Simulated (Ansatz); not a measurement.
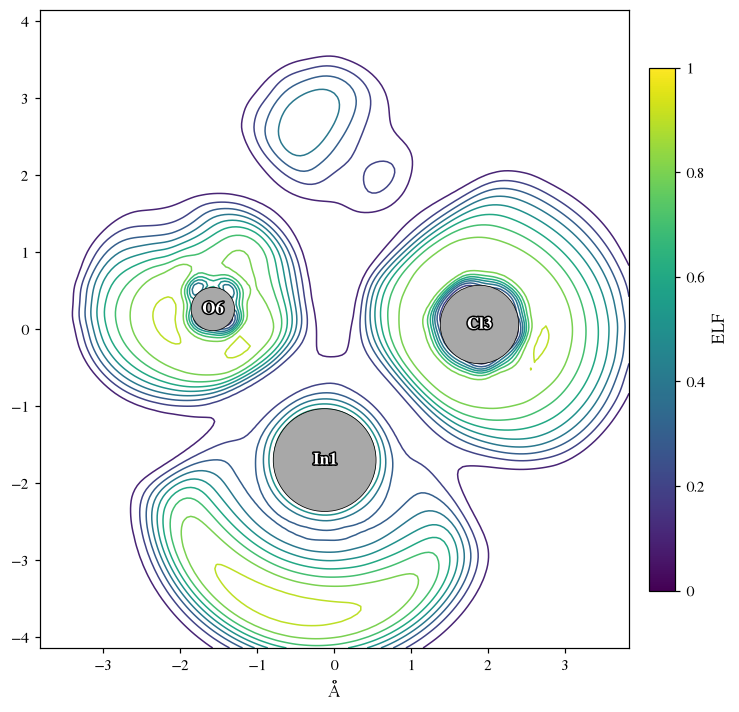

Figure 1: ClH$_{2}$InO···HCl···H$_{2}$O. Electron localisation function on the plane of atoms Cl3, In1 and O6. Grey discs cover the atomic cores.

Core potentials replace the inner electrons of In.

All numbers below come from UKS PBE0-D4/def2-SVP in Ansatz.

The calculation's input:

```
crystal:
  periodic: [false, false, false]
  atoms:
    - { symbol: In, position_ang: [1.595169, -1.93168, 0.19962] }
    - { symbol: H, position_ang: [0.114045, -1.225683, 1.038955] }
    - { symbol: Cl, position_ang: [-0.88097, -2.070434, -0.453147] }
    - { symbol: Cl, position_ang: [0.284966, -0.659016, 2.285102] }
    - { symbol: H, position_ang: [0.652108, 1.468884, -0.477452] }
    - { symbol: O, position_ang: [1.523972, 1.26836, -0.849656] }
    - { symbol: H, position_ang: [-1.229318, 0.041205, 0.45532] }
    - { symbol: O, position_ang: [-1.444962, 0.946459, 0.180887] }
    - { symbol: H, position_ang: [1.394816, 1.377088, -1.797265] }
    - { symbol: H, position_ang: [-2.009827, 0.784717, -0.582363] }
magnetization:
  spin_polarized: true
basis:
  gaussian: { orbitals: def2-SVP }
hamiltonian:
  xc: pbe0
  dispersion: d4
relax:
  f_tol: 0.03
  max_steps: 50
output:
  orbitals: {}
```

Run with:

```sh
ansatz run input.yaml --threads 4 --pin off --max-ram 5120MiB --backend cpu --events-out ev --progress --plain --runs-dir out
```

The fields are those of the run's last geometry, not of the input's.

Interpret the plot.

Answer. Atoms in the plane: In, Cl and O. In–O (2.44 Å): the ELF peaks at about 0.90 in the valence shell of O, 0.7 Å from its nucleus, and drops to about 0.10 between the two atoms. In–Cl (2.67 Å): the ELF peaks at about 0.85 in the valence shell of Cl, 0.8 Å from its nucleus, and drops to about 0.15 between the two atoms. The ELF also peaks beside Cl3 and O6, away from the bonds: lone-pair regions.
